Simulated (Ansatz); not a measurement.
**CH$_{4}$InO (SMILES [H]/[O+]=[In-2]\[CH3]) (charge −1): density, localisation and related maps**

Input file:

```
basis:
  gaussian:
    orbitals: def2-TZVPD
crystal:
  periodic: [false, false, false]
  atoms:
    - {symbol: C, position_ang: [-1.405481, 1.278603, -0.504866]}
    - {symbol: In, position_ang: [-2.593906, 0.830106, -2.499566]}
    - {symbol: O, position_ang: [-1.078647, -0.580726, -3.177095]}
    - {symbol: H, position_ang: [-1.895114, 2.012294, 0.160909]}
    - {symbol: H, position_ang: [-1.269526, 0.337753, 0.063139]}
    - {symbol: H, position_ang: [-0.396811, 1.661709, -0.754111]}
    - {symbol: H, position_ang: [-0.383840, -0.623772, -2.507605]}
total_charge: -1
hamiltonian:
  xc: {name: PBE0}
output:
  forces: true
  orbitals: {seedname: orbitals}
```

Launched as:

```sh
ansatz run input.yaml --threads 2 --pin off --max-ram 4350MiB --events-out events.jsonl --progress --plain --runs-dir runs
```

Geometry: B3LYP-D3(BJ)/def2-SVPD; core potentials replace the inner electrons of In.

Theory: isolated molecule in a Gaussian basis; Kohn-Sham density functional theory, functional PBE0 in Ansatz 0.2.0.

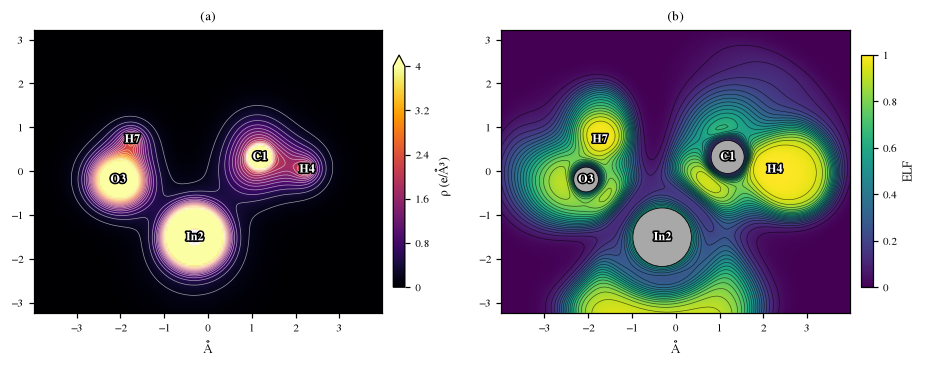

Figure 1. (a) electron density; (b) ELF on the plane of atoms C1, In2 and O3. Grey discs cover the atomic cores in the ELF map.

Read the bonding off the picture.

The section cuts through C, In, O and H sites.
In–O (2.18 Å): ρ at the midpoint is about 0.5 e/Å³; the ELF peaks at about 0.85 in the valence shell of O, 0.6 Å from its nucleus, and drops to about 0.15 between the two atoms.
C–In (2.36 Å): ρ is about 0.45 e/Å³ halfway; the ELF peaks at about 0.95 in the valence shell of C, 0.7 Å from its nucleus, and drops to about 0.15 between the two atoms.
O–H (0.97 Å): ρ is about 3.6 e/Å³ halfway; the ELF climbs to about 1 towards the hydrogen, as it does in any bond to H: a covalent bond by its length.
C–H (1.11 Å): ρ at the midpoint is about 1.8 e/Å³; the ELF climbs to about 1 towards the hydrogen; an ordinary covalent bond to hydrogen.
The ELF also peaks beside O3, away from the bonds: lone-pair regions.

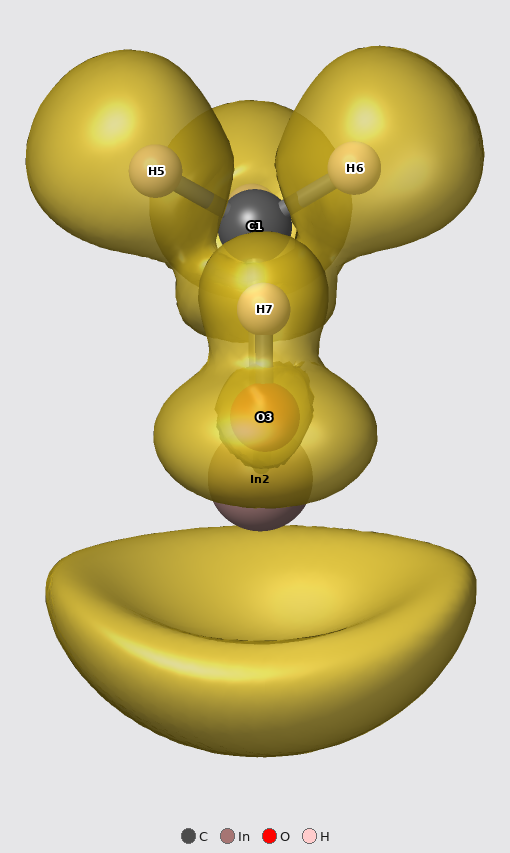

Figure 2. Isosurface of the electron localisation function at 0.75 (yellow), seen at an oblique angle. Core shells and regions of very low density are left out.

Describe the localisation domains.

The ELF exceeds this value in one lobe on In, pointing away from the bonds (lone pairs), one joined region spread over several atoms (C, H), in which their bonds and any lone pairs are merged and one joined region spread over several atoms (H, O), in which their bonds and any lone pairs are merged.

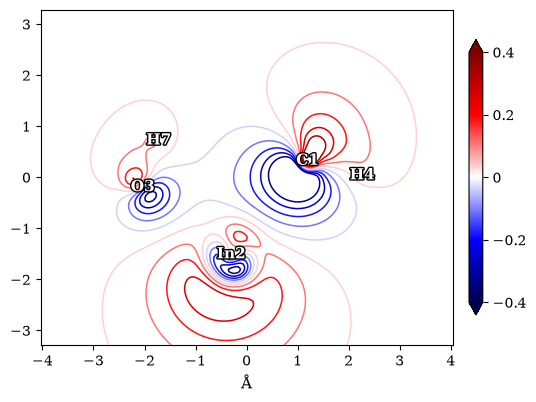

Figure 3. The HOMO on the plane of atoms In2, O3 and H7 (values in Å⁻³ᐟ²; the overall sign is arbitrary).

What is the character of this orbital?

It lies mainly on In2 (about 65 %) and C1 (about 25 %). Its energy is −0.30 eV.
